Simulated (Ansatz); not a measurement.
FGeH2···HCl (doublet)

```json
{"atom": "Ge", "x (Å)": "-0.1677", "y (Å)": "0.2911", "z (Å)": "-0.2665"}
{"atom": "H", "x (Å)": "-0.2249", "y (Å)": "0.3894", "z (Å)": "3.3332"}
{"atom": "H", "x (Å)": "1.3777", "y (Å)": "0.1934", "z (Å)": "-0.2599"}
{"atom": "F", "x (Å)": "-0.5788", "y (Å)": "1.0034", "z (Å)": "-1.8169"}
{"atom": "H", "x (Å)": "-0.8557", "y (Å)": "-1.0961", "z (Å)": "-0.2602"}
{"atom": "Cl", "x (Å)": "0.3898", "y (Å)": "-0.6750", "z (Å)": "2.9485"}
```

Computed with UKS r2SCAN/def2-SVP (Ansatz 0.2.0).

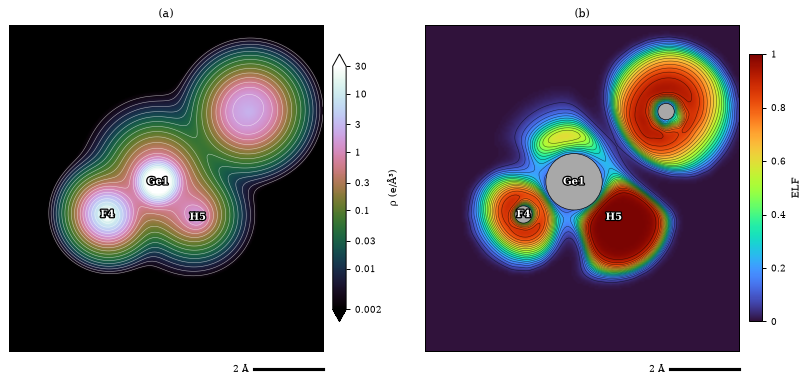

Figure 1. (a) electron density; (b) electron localisation function on the plane of atoms F4, Ge1 and H5. Grey discs cover the atomic cores in the ELF map.

Question: Read the bonding off the picture.

Answer: Atoms in the plane: Ge, F and H.
Ge–F (1.76 Å): ρ at the midpoint is about 0.87 e/Å³; the ELF peaks at about 0.80 in the valence shell of F, 0.5 Å from its nucleus, and is about 0.20 at the midpoint.
Ge–H (1.55 Å): ρ at the midpoint is about 1 e/Å³; the ELF climbs to about 1 towards the hydrogen.
The ELF also peaks beside F4 and Cl6, away from the bonds: non-bonding electrons, paired or unpaired.

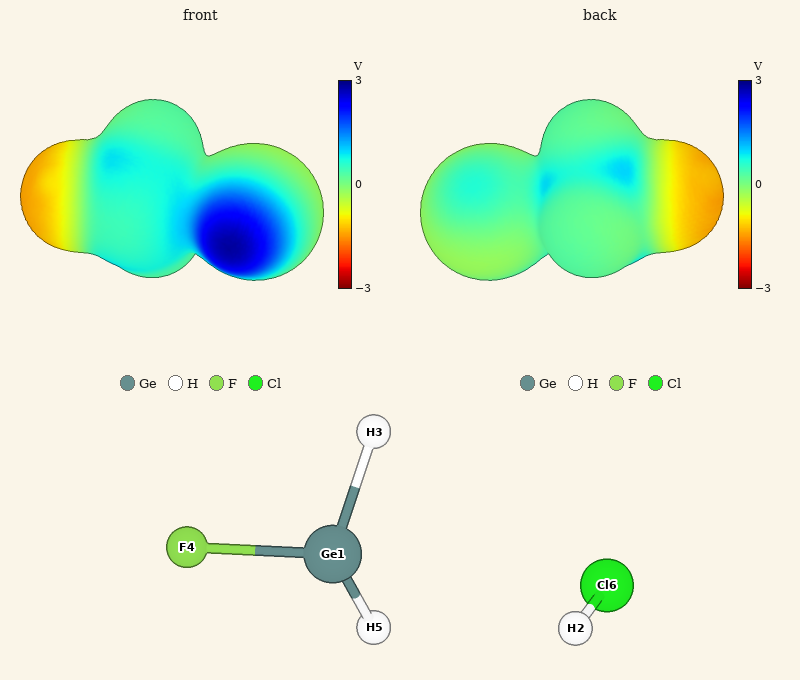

Figure 2. The molecular electrostatic potential painted on the density surface at 0.002 e/bohr³, seen from the front and from behind; the colour scale runs from red (negative) to blue (positive). The bare structure is drawn below in the same view.

Question: Which sites attract a positive test charge, and which a negative one?

Answer: A positive charge is drawn to the negative regions and a negative charge to the positive ones. The most negative region (about −1.4 V) lies over F4, the most positive (about +2.7 V) over H2. Cl6 shows a σ-hole: about +0.6 V at the tip opposite its bond, against about −0.1 V on its flanks.

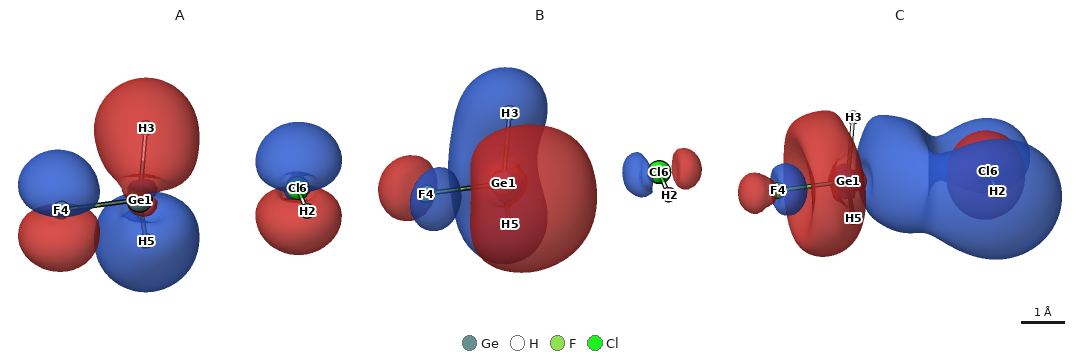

Figure 3. Three frontier orbitals at ±0.08 Å⁻³ᐟ² (blue and red are the two phases), in no order.

Question: Which picture is the HOMO−1, the HOMO and the LUMO? All are α orbitals.

Answer: A is the HOMO−1 (α) (−8.29 eV). It lies mainly on F4 (about 35 %), Ge1 (about 20 %), H3 (about 15 %), H5 (about 15 %) and Cl6 (about 15 %). B is the HOMO (α) (−5.66 eV). Its weight (Hirshfeld) is mainly on Ge1 (about 70 %), F4 (about 10 %), H3 (about 10 %) and H5 (about 10 %). C is the LUMO (α) (−0.23 eV). It lies mainly on Ge1 (about 35 %), Cl6 (about 25 %), H2 (about 25 %) and F4 (about 10 %).

Question: What is the gap between the highest occupied and lowest empty α orbitals?

Answer: 5.43 eV between the orbital energies.
